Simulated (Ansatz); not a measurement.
## Electronic structure of Hf$_{2}$O$_{4}$ (quintet) in real space

Input

```
crystal:
  periodic: [false, false, false]
  atoms:
    - {symbol: Hf, position_ang: [-0.388274, 1.431924, 0.022158]}
    - {symbol: Hf, position_ang: [0.388188, -1.432022, -0.022068]}
    - {symbol: O, position_ang: [-0.850328, -0.215655, -0.968410]}
    - {symbol: O, position_ang: [0.850825, 0.215732, 0.967945]}
    - {symbol: O, position_ang: [-0.243324, 3.381664, -0.539199]}
    - {symbol: O, position_ang: [0.242912, -3.381642, 0.539575]}
basis:
  gaussian: {orbitals: def2-TZVP, initial_orbitals: start.molden}
magnetization: {spin_polarized: true, initial_magnetization: 4}
hamiltonian: {xc: pbe0, dispersion: d4}
scf: {omitted_lower_state_checks: [starts]}
output: {orbitals: {seedname: orbitals}}
```

Run with:

```sh
ansatz run in.yaml --threads 4 --pin off --events-out ev --progress --plain --max-ram 4787MiB
```

Geometry: r2SCAN-D4/def2-SVP; core potentials replace the inner electrons of Hf.

The calculation used UKS PBE0-D4/def2-TZVP in Ansatz.

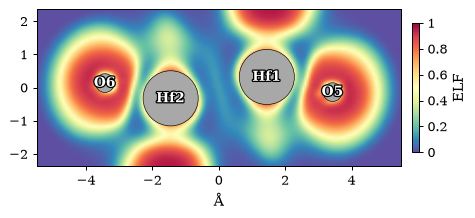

Figure 1. Electron localisation function on the plane of atoms Hf1, Hf2 and O6. Grey discs cover the atomic cores.

> Describe what can be read from this map.

The plane passes through Hf and O nuclei.
Hf–Hf (2.97 Å): the ELF is about 0.15 at the midpoint.
Hf–O (2.03 Å): the ELF peaks at about 0.90 in the valence shell of O, 0.6 Å from its nucleus, and drops to about 0.25 between the two atoms.

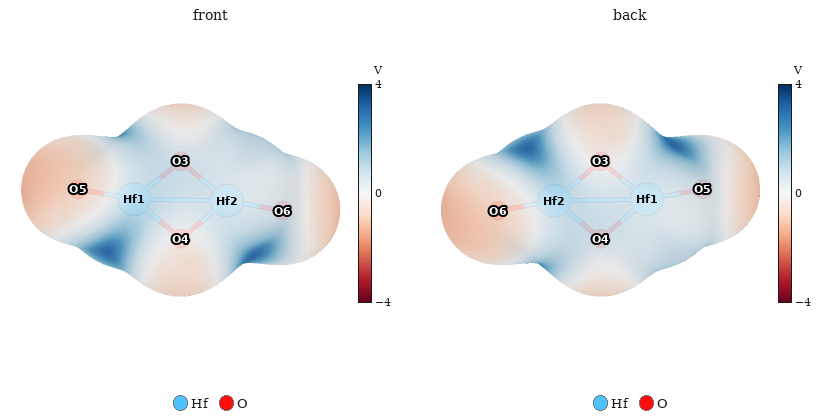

Figure 2. The electrostatic potential painted on the density surface at 0.001 e/bohr³, seen from the front and from behind; the colour scale runs from red (negative) to blue (positive).

> Describe the electrostatic potential map.

The most negative region (about −1.2 V) lies over O5 and O6, the most positive (about +3.2 V) over Hf1 and Hf2.
